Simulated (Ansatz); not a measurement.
**ZnInGaO4 (R3m): the G0W0 gap against the k mesh**

Wanted: mesh convergence of the gap correction in ZnInGaO4 (R3m).

Program: Ansatz 0.2.0. Level of theory: G0W0 on PBE, plane waves, PAW; PAW set soft_1. Results are calculated unless marked as measured.

**1. The starting structure**

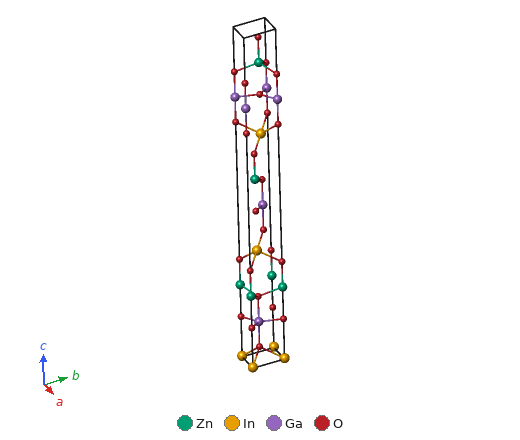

The cell as given, slightly off an axis (zinc teal, indium orange, gallium purple, oxygen red). This picture shows the conventional cell, with its axes. Bonds to atoms that aren't drawn are left out. Some periodic images of atoms are drawn too.

As a file:

```cif
data_structure
_symmetry_space_group_name_H-M 'R3m:H'
_symmetry_Int_Tables_number 160
_cell_length_a 3.3607
_cell_length_b 3.3607
_cell_length_c 26.1402
_cell_angle_alpha 90.000
_cell_angle_beta 90.000
_cell_angle_gamma 120.000
_cell_volume 255.67
loop_
_atom_site_label
_atom_site_type_symbol
_atom_site_symmetry_multiplicity
_atom_site_Wyckoff_symbol
_atom_site_fract_x
_atom_site_fract_y
_atom_site_fract_z
_atom_site_occupancy
Zn1 Zn 3 a 0.00000 0.00000 0.21838 1
In1 In 3 a 0.00000 0.00000 0.00277 1
Ga1 Ga 3 a 0.66667 0.33333 0.12037 1
O1 O 3 a 0.00000 0.00000 0.29514 1
O2 O 3 a 0.66667 0.33333 0.04469 1
O3 O 3 a 0.00000 0.00000 0.12172 1
O4 O 3 a 0.66667 0.33333 0.19693 1
```

The cell and positions are those that the Materials Project relaxed with its own functionals (PBE, PBE+U or r2SCAN), kept fixed.

**2. The 4×4×4 mesh**

G0W0 replaces the xc potential by the self-energy, built once from these orbitals. Only a window of levels is corrected, while the sums run over the empty bands that the input names. This step takes PAW set soft_1 files.

input.yaml

```yaml
crystal:
  lattice:
    - [1.6803268679, 0.9701371695, 8.713405462]
    - [-1.6803268679, 0.9701371695, 8.713405462]
    - [0.0, -1.940274339, 8.713405462]
  atoms:
    - { symbol: Zn, position: [0.218382, 0.218382, 0.218382] }
    - { symbol: In, position: [0.002768, 0.002768, 0.002768] }
    - { symbol: Ga, position: [0.787034, 0.787034, 0.787034] }
    - { symbol: O, position: [0.295143, 0.295143, 0.295143] }
    - { symbol: O, position: [0.711358, 0.711358, 0.711358] }
    - { symbol: O, position: [0.121717, 0.121717, 0.121717] }
    - { symbol: O, position: [0.863599, 0.863599, 0.863599] }
kpoints:
  mp_grid: { grid: [4, 4, 4] }
hamiltonian:
  xc: pbe
  pseudopotentials: { kind: paw, azcp: { folder: soft_1 } }
scf:
  occupations: { method: fixed }
gw:
  n_empty_bands: 193
  ecut_chi: 100
  qp_bands: [v2, c2]
  qp_kpoints: band_edges
  screening: { model: contour_deformation }
```

Command:

```
$ ansatz run input.yaml --threads 2 --pin off --max-ram 92160MiB --backend cuda --events-out ev --progress --plain --runs-dir out --devices 1 --max-vram 13GiB
```

Numbers of over 12 decimals in the logs are rounded to 6 here.

The program printed:

```text
GPUs: using 1 of 1 available (devices: 1).
Engine: ansatz 0.2.0, x86_64-unknown-linux-gnu
Pseudopotentials: kind: paw
Pseudopotential: Zn, paw, valence charge 12, recommended cutoff 420 eV (normal), soft_1/Zn.paw.azcp
Pseudopotential: In, paw, valence charge 13, recommended cutoff 420 eV (normal), soft_1/In.paw.azcp
Pseudopotential: Ga, paw, valence charge 13, recommended cutoff 420 eV (normal), soft_1/Ga.paw.azcp
Pseudopotential: O, paw, valence charge 6, recommended cutoff 420 eV (normal), soft_1/O.paw.azcp
Functional definition: PBE
  parameter kappa = 0.804
  parameter beta = 0.066725
  exchange = pbe_x(kappa = kappa, mu = beta*pi^2/3)
  correlation = pbe_c(beta = beta)
device memory: the entry about to start is reckoned to put 3.0 GiB on a device that reports 44.9 GiB free (of which the cap on the GPU budget leaves the run 13.0 GiB)
GPU FFT provider: cuFFT
GPU libraries: cuBLAS 13.8.2, cuFFT 12.4.0, cuSOLVER 12.3.4
Crystal: 7 atoms, lattice volume = 85.225 Å³
Basis set: ecut = 420 eV, 1667 PW (Γ)
Bands: 38, of which v1, the nominal top of the filled ones, is band 31 counted from 1 (30 counted from 0)
Symmetry: 6 space group operations
Space group: R3m (ITA 160), of the structure as read, at distance tolerance 4.4e-5 Å
k-points: 13 of 64 (time reversal used)
Non-local potential: Zn, projectors of the file, l = 0: 2, l = 1: 2, l = 2: 3, l = 3: 1
Non-local potential: In, projectors of the file, l = 0: 2, l = 1: 2, l = 2: 2, l = 3: 1
Non-local potential: Ga, projectors of the file, l = 0: 2, l = 1: 2, l = 2: 3, l = 3: 1
Non-local potential: O, projectors of the file, l = 0: 2, l = 1: 2, l = 2: 1
PAW form: soft (Blöchl's): semilocal exchange-correlation on the pseudo side does not see the compensation charge
PAW one-centre angular grid: Zn, 590 points (default); XC on 64 Gauss nodes
PAW one-centre angular grid: In, 590 points (default); XC on 64 Gauss nodes
PAW one-centre angular grid: Ga, 590 points (default); XC on 64 Gauss nodes
PAW one-centre angular grid: O, 110 points (default); XC on 64 Gauss nodes
Initial density: superposition of atomic densities (chi_scale 0.1, normalization cell, long waves kept (reshape's long-wave potential 0.53 eV rms))
Initial wavefunctions: pseudopotential atomic-orbital guess
GPU buffer pool allocated for 216000 grid points (all kernels)
GPU transforms: local potential and band sums: pruned to the plane-wave sphere, on 60×60×60
Functional: x = pbe(κ = 0.804, μ = 0.219515), c = pbe(β = 0.066725)
SCF iter   1: F=—  HF=-14972.637961 eV  |F-HF|=—  |Δ(HF+E_count)|=         —  Δρ=9.65e-2  dr2=4.80e0  ethr=3.10e-3  ⟨swp⟩=4.9  Hψ=1668  notcnv=0  defer=63
preconditioner: auto → Resta (q_TF=auto, 2.587 Å⁻¹)  ε∞=4.8  [insulator: Δε(μ)=1.531 eV  Ē_g=16.275 eV  n_scr=30 (ndim 8)  ℏωp=31.7 eV  f_vac=0.002  ε∞_Penn≈4.8]
SCF iter   2: F=—  HF=-14971.452091 eV  |F-HF|=—  |Δ(HF+E_count)|=    1.19e0  Δρ=3.80e-2  dr2=8.67e-1  ethr=3.10e-3  ⟨swp⟩=2.0  Hψ=993  notcnv=0  defer=47
SCF iter   3: F=—  HF=-14971.200249 eV  |F-HF|=—  |Δ(HF+E_count)|=   2.52e-1  Δρ=1.84e-2  dr2=2.30e-1  ethr=1.40e-3  ⟨swp⟩=2.0  Hψ=839  notcnv=0  defer=65
SCF iter   4: F=—  HF=-14971.143492 eV  |F-HF|=—  |Δ(HF+E_count)|=   5.68e-2  Δρ=6.82e-3  dr2=2.88e-2  ethr=3.70e-4  ⟨swp⟩=2.0  Hψ=747  notcnv=0  defer=65
SCF iter   5: F=—  HF=-14971.156945 eV  |F-HF|=—  |Δ(HF+E_count)|=   1.35e-2  Δρ=4.21e-3  dr2=9.38e-3  ethr=4.65e-5  ⟨swp⟩=2.0  Hψ=984  notcnv=0  defer=65
SCF iter   6: F=—  HF=-14971.156675 eV  |F-HF|=—  |Δ(HF+E_count)|=   2.70e-4  Δρ=1.13e-3  dr2=9.21e-4  ethr=1.51e-5  ⟨swp⟩=2.0  Hψ=864  notcnv=0  defer=65
SCF iter   7: F=—  HF=-14971.157048 eV  |F-HF|=—  |Δ(HF+E_count)|=   3.73e-4  Δρ=6.33e-4  dr2=2.66e-4  ethr=1.49e-6  ⟨swp⟩=2.0  Hψ=856  notcnv=0  defer=65
SCF iter   8: F=—  HF=-14971.157269 eV  |F-HF|=—  |Δ(HF+E_count)|=   2.22e-4  Δρ=3.42e-4  dr2=7.89e-5  ethr=4.29e-7  ⟨swp⟩=2.0  Hψ=896  notcnv=0  defer=65
[...]
k-point 0: bands = [... 27 lower, 7.0643, 7.3043, 7.8275, 7.8275, 8.8890, 12.0206, 12.6901, 13.5844, ... 3 higher]
  k-point 1: bands = [... 27 lower, 7.0233, 7.0622, 7.3796, 7.4463, 11.4610, 12.7616, 13.6027, 15.1868, ... 3 higher]
  k-point 2: bands = [... 27 lower, 6.7318, 6.7631, 7.3092, 7.5618, 12.9316, 13.5715, 14.3035, 14.9752, ... 3 higher]
  k-point 12: bands = [... 27 lower, 7.0391, 7.0391, 7.8255, 7.8255, 10.2727, 10.6376, 12.9562, 13.8565, ... 3 higher]
--- G₀W₀: contour deformation, 7 samples at zero and on the imaginary axis and 2 off it, 64 q-points, 193 empty bands' worth ---
  eigenvalues of the whole cell's RPA ε∞ on this k-mesh (on a slab, of 1 + 4πα/V) = 5.0619, 5.7604, 5.7604; static W/v taken at q = 0 is 0.149239
  gw.qp_kpoints: band_edges: 13 of 13 stored k-points solved, in 1 pass; an edge of the gap read off the rows below is read off those points alone
  `?` marks the rows in doubt; gw_qp.tsv's column doubts and the gw_qp event give each row's grounds
    ik  band        ε_KS         Σx   Σc(E_QP)       V_xc       Z   E_QP_lin       E_QP  E_QP is
     0    30      7.8275   -33.5051     5.6445   -26.9895  0.7289     6.8849     6.9563  root ?
     0    31      7.8275   -33.5051     5.6445   -26.9895  0.7289     6.8849     6.9563  root ?
     0    32      8.8890   -11.6767    -3.1447   -15.3273  0.8001     9.4054     9.3949  root
     0    33     12.0206   -13.7843    -3.6762   -18.3136  0.7568    12.9473    12.8738  root ?
     1    30      7.3796   -29.4474     5.3290   -23.4265  0.7243     6.6563     6.6878  root
     1    31      7.4463   -31.5456     5.4450   -25.3067  0.7253     6.6033     6.6524  root
     1    32     11.4610   -13.2887    -3.4390   -17.5529  0.7747    12.3393    12.2862  root ?
     1    33     12.7616   -12.1480    -4.1420   -17.1724  0.7662    13.7238    13.6440  root ?
     2    30      7.3092   -28.5727     5.0007   -23.0003  0.7230     6.7193     6.7374  root
     2    31      7.5618   -30.5581     5.3360   -24.5129  0.7281     6.8200     6.8526  root
     2    32     12.9316   -10.3977    -4.2807   -15.4425  0.7859    13.7374    13.6957  root
     2    33     13.5715   -11.9789    -4.4414   -17.3654  0.7700    14.6284    14.5166  root ?
     3    30      7.3859   -28.6424     5.2219   -22.7920  0.7237     6.7337     6.7574  root
     3    31      7.4780   -31.1781     5.3637   -25.0556  0.7258     6.6774     6.7192  root
     3    32     11.4557   -13.0305    -3.4910   -17.3383  0.7757    12.3231    12.2724  root ?
     3    33     12.6137   -12.3441    -4.0038   -17.2149  0.7674    13.5524    13.4806  root ?
     4    30      7.0521   -28.4797     5.0523   -22.7881  0.7243     6.3875     6.4128  root
     4    31      7.5157   -29.9736     5.3052   -23.9954  0.7261     6.8145     6.8427  root
     4    32     13.5187   -13.6263    -4.2082   -19.0663  0.7595    14.7071    14.7506  root ?
     4    33     14.2212   -11.6938    -4.6396   -17.3150  0.7632    15.3480    15.2028  root ?
     5    30      7.0437   -27.8635     4.8933   -22.3849  0.7252     6.4390     6.4585  root
     5    31      7.4993   -29.9209     5.3977   -23.8369  0.7247     6.7828     6.8130  root
     5    32     13.5034   -13.6129    -4.1963   -19.0424  0.7597    14.6917    14.7367  root ?
     5    33     14.2206   -11.5569    -4.6415   -17.1728  0.7639    15.3317    15.1950  root ?
     6    30      7.0434   -31.6563     5.7120   -25.0739  0.7216     6.0980     6.1730  root ?
     6    31      7.3763   -28.6055     4.9808   -23.0605  0.7241     6.7948     6.8121  root
     6    32     13.0289   -10.9026    -4.2971   -16.0233  0.7804    13.9084    13.8525  root ?
[...]
7    32      9.4428   -13.5135    -2.6751   -16.7210  0.7835     9.9887     9.9752  root
[...]
10    31      7.4938   -30.1464     5.2762   -24.1747  0.7270     6.7673     6.7984  root
[...]
10    33     12.2131   -12.5416    -3.7701   -17.1574  0.7698    13.1225    13.0589  root ?
    11    30      7.0121   -29.1047     5.1705   -23.2322  0.7240     6.2767     6.3102  root
    11    31      7.5315   -30.0490     5.2386   -24.1459  0.7272     6.8400     6.8671  root
    11    32     13.5348   -13.6395    -4.2207   -19.0909  0.7591    14.7228    14.7655  root ?
    11    33     14.2237   -11.8675    -4.4683   -17.4974  0.7622    15.3702    15.3853  root ?
    12    30      7.8255   -33.4640     5.6366   -26.9578  0.7290     6.8849     6.9559  root ?
    12    31      7.8255   -33.4640     5.6366   -26.9578  0.7290     6.8849     6.9559  root ?
    12    32     10.2727   -14.5391    -2.7695   -17.9471  0.7659    10.9390    10.9111  root
    12    33     10.6376   -13.4479    -3.0385   -17.1315  0.7634    11.3227    11.2827  root
[key lines of the parts left out:]
SCF converged after 12 iterations
Free energy (F): -14971.157291 eV
Fermi energy:    7.827451 eV
```

Elapsed: 21 s, on 1 × NVIDIA H100 80GB HBM3 (shared by 6 runs) with 2 threads of AMD EPYC 7R13 (Zen 3), shared host; peak memory 1.3 GiB.

In the SCF lines HF is the Harris–Foulkes energy and dr2 the Hartree energy of the density residual, in eV; the loop may stop once dr2 is under the threshold and the program's other checks hold. Hψ counts applications of the Hamiltonian.

This step gave:

```yaml
bands_summed: 224
rpa_eps_infinity_on_this_mesh_eigenvalues: 5.062, 5.760, 5.760
plane_waves_in_the_screening_matrix: 195
q_points_in_the_mesh: 64
g0w0_gap_on_the_mesh: 2.439 eV
k_of_the_valence_top: 0, 0, 0
k_of_the_conduction_bottom: 0, 0, 0
starting_gap_on_the_mesh: 1.062 eV
z_at_the_valence_top: 0.7289
z_at_the_conduction_bottom: 0.8001
least_direct_g0w0_gap_on_the_computed_points: 2.439 eV
```

The gap on the mesh goes from 1.06 eV to 2.44 eV, a correction of +1.38 eV. The program marks an edge row as in doubt. Between the two edge states, bare exchange in place of the xc potential would open the gap by 10.17 eV, and correlation takes back 8.79 eV.

**3. The 6×6×6 mesh**

Only the mesh changes. It samples the long-range screening, which converges on its own terms.

input.yaml: that of step 2 with these lines changed.

```diff
@@ -14,3 +14,3 @@
 kpoints:
-  mp_grid: { grid: [4, 4, 4] }
+  mp_grid: { grid: [6, 6, 6] }
 hamiltonian:
```

The program printed:

```text
GPUs: using 1 of 1 available (devices: 1).
[...]
GPU FFT provider: cuFFT
GPU libraries: cuBLAS 13.8.2, cuFFT 12.4.0, cuSOLVER 12.3.4
Crystal: 7 atoms, lattice volume = 85.225 Å³
Basis set: ecut = 420 eV, 1667 PW (Γ)
Bands: 38, of which v1, the nominal top of the filled ones, is band 31 counted from 1 (30 counted from 0)
Symmetry: 6 space group operations
[...]
k-points: 32 of 216 (time reversal used)
[...]
GPU buffer pool allocated for 216000 grid points (all kernels)
[...]
SCF iter   1: F=—  HF=-14972.653179 eV  |F-HF|=—  |Δ(HF+E_count)|=         —  Δρ=9.64e-2  dr2=4.80e0  ethr=3.10e-3  ⟨swp⟩=4.0  Hψ=4295  notcnv=0  defer=152
[...]
SCF iter  12: F=-14971.174183 eV  HF=-14971.174183 eV  |F-HF|=3.34e-9  |Δ(HF+E_count)|=   1.49e-7  Δρ=8.44e-6  dr2=3.19e-8  ethr=1.61e-10  ⟨swp⟩=9.1  Hψ=4637  notcnv=0
SCF 1 converged in 12 iterations: F = -14971.174183 eV  dr2 = 3.19e-8
[...]
5    33     12.9859   -12.1139    -4.1172   -17.2014  0.7787    14.0186    13.9562  root ?
[...]
6    33     14.0070   -11.2351    -4.4824   -16.7248  0.7800    15.0977    15.0143  root ?
[...]
7    33     13.9592   -11.2649    -4.4563   -16.7248  0.7806    15.0425    14.9628  root ?
[...]
28    32     12.5649   -12.9979    -3.9206   -17.8907  0.7820    13.5992    13.5371  root ?
    28    33     12.8126   -11.4011    -4.0262   -16.3497  0.7850    13.7794    13.7350  root ?
[...]
30    32     12.2822   -13.6671    -3.7028   -18.3435  0.7782    13.3167    13.2559  root ?
    30    33     12.5860   -11.9730    -3.8918   -16.8010  0.7811    13.5700    13.5221  root ?
    31    30      7.8193   -33.4052     5.5171   -26.9658  0.7410     6.8487     6.8971  root
    31    31      7.8193   -33.4052     5.5171   -26.9658  0.7410     6.8487     6.8971  root
    31    32     10.2700   -14.6432    -2.6176   -17.9472  0.7863    10.9724    10.9564  root
    31    33     10.6347   -13.5373    -2.8840   -17.1310  0.7853    11.3649    11.3444  root
[key lines of the parts left out:]
SCF converged after 12 iterations
Free energy (F): -14971.174183 eV
Fermi energy:    7.821268 eV
```

Run time: 92 s. Hardware: 1 × NVIDIA H100 80GB HBM3 (shared by 6 runs) with 2 threads; peak memory 1.7 GiB.

Numbers from this step:

- bands summed: 224
- RPA ε∞ on this mesh (eigenvalues): 4.644, 4.885, 4.885
- plane waves in the screening matrix: 195
- q-points in the mesh: 216
- G0W0 gap on the mesh: 2.533 eV
- k of the valence top: 0, 0, 0
- k of the conduction bottom: 0, 0, 0
- starting gap on the mesh: 1.066 eV
- Z at the valence top: 0.7410
- Z at the conduction bottom: 0.8138
- least direct G0W0 gap on the computed points: 2.533 eV

Against the run with 4×4×4 mesh, 193 empty bands, screening to 100 eV, PAW set soft_1 files, the gap moves by +0.09 eV.

**4. The 8×8×8 mesh**

input.yaml: that of step 3 with these lines changed.

```diff
@@ -14,3 +14,3 @@
 kpoints:
-  mp_grid: { grid: [6, 6, 6] }
+  mp_grid: { grid: [8, 8, 8] }
 hamiltonian:
```

The program printed:

```text
GPUs: using 1 of 1 available (devices: 1).
[...]
GPU FFT provider: cuFFT
GPU libraries: cuBLAS 13.8.2, cuFFT 12.4.0, cuSOLVER 12.3.4
Crystal: 7 atoms, lattice volume = 85.225 Å³
Basis set: ecut = 420 eV, 1667 PW (Γ)
Bands: 38, of which v1, the nominal top of the filled ones, is band 31 counted from 1 (30 counted from 0)
Symmetry: 6 space group operations
[...]
k-points: 65 of 512 (time reversal used)
[...]
44    33     13.7230   -11.5821    -4.3590   -16.9777  0.7862    14.8184    14.7596  root ?
[...]
64    30      7.8178   -33.3863     5.4785   -26.9661  0.7442     6.8408     6.8762  root
    64    31      7.8178   -33.3863     5.4785   -26.9661  0.7442     6.8408     6.8762  root
    64    32     10.2698   -14.6740    -2.5734   -17.9468  0.7923    10.9804    10.9692  root
    64    33     10.6344   -13.5666    -2.8376   -17.1310  0.7923    11.3749    11.3612  root
[key lines of the parts left out:]
SCF converged after 12 iterations
Free energy (F): -14971.175217 eV
Fermi energy:    7.819792 eV
```

The job ended after 6.6 min (1 × NVIDIA H100 80GB HBM3 (shared by 6 runs) with 2 threads; peak memory 2.3 GiB).

Numbers from this step:

* bands summed: 224
* RPA ε∞ on this mesh (eigenvalues): 4.592, 4.669, 4.669
* plane waves in the screening matrix: 195
* G0W0 gap on the mesh: 2.561 eV
* k of the valence top: 0, 0, 0
* k of the conduction bottom: 0, 0, 0
* starting gap on the mesh: 1.067 eV
* least direct G0W0 gap on the computed points: 2.561 eV

Against the run with 6×6×6 mesh, 193 empty bands, screening to 100 eV, PAW set soft_1 files, the gap moves by +0.03 eV.

**5. The meshes together**

Times are wall times on 1 × NVIDIA H100 80GB HBM3 (shared by 6 runs) with 2 threads of AMD EPYC 7R13 (Zen 3), shared host, good to a factor of about two.

```csv
mesh,points,irreducible,start (eV),G0W0 (eV),shift (eV),RPA ε∞ (mean),time
4×4×4,64,13,1.062,2.439,+1.377,5.53,21 s
6×6×6,216,32,1.066,2.533,+1.467,4.80,92 s
8×8×8,512,65,1.067,2.561,+1.495,4.64,6.6 min
```

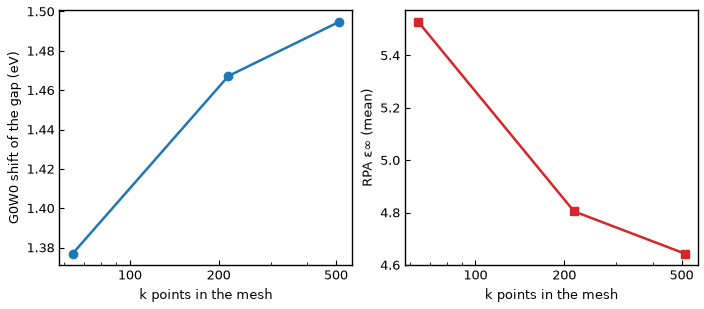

Shift and screening against the mesh.

**6. Results**

```
4×4×4    : 2.439 eV (shift +1.377)
6×6×6    : 2.533 eV (shift +1.467)
8×8×8    : 2.561 eV (shift +1.495)
settings : PBE start, 193 empty bands, 100 eV
```

What this shows: The shift is +1.38 eV on 4×4×4 and +1.49 eV on 8×8×8; the last step moves it by +0.027 eV. The RPA ε∞ (mean) ranges from 4.64 to 5.53 and ends at 4.64; the coarsest mesh overstates it. From 64 to 512 points the time grows 19-fold. Bands and cutoff are modest here, so the values stand off the basis limit. A d shell, filled or nearly so, lies near the gap. One-shot GW converges very slowly in bands there, not always from below, and on a semilocal start the gap tends to come out low; starts rich in exact exchange can overshoot instead. The many-body steps are scalar-relativistic: spin-orbit coupling is not in them.

[Paths, hosts, dates, memory and timing lines, banners, echoed tables and standing remarks are left out of the program output.]

[Logs are printed without paths, hosts, clocks, repeated set-up lines and the standing remarks that a program may print on its own settings, such as how far it seeks lower states.]

[Runs of the session that timed out or met a known fault of the program may be left out.]

[Cells called generated may have been cut or substituted from an entry of the Crystallography Open Database or the Materials Project.]

[Hosts, paths, dates, database ids (printed as entryN), source tags and the programs' standing remarks are cut or masked in the printed files.]
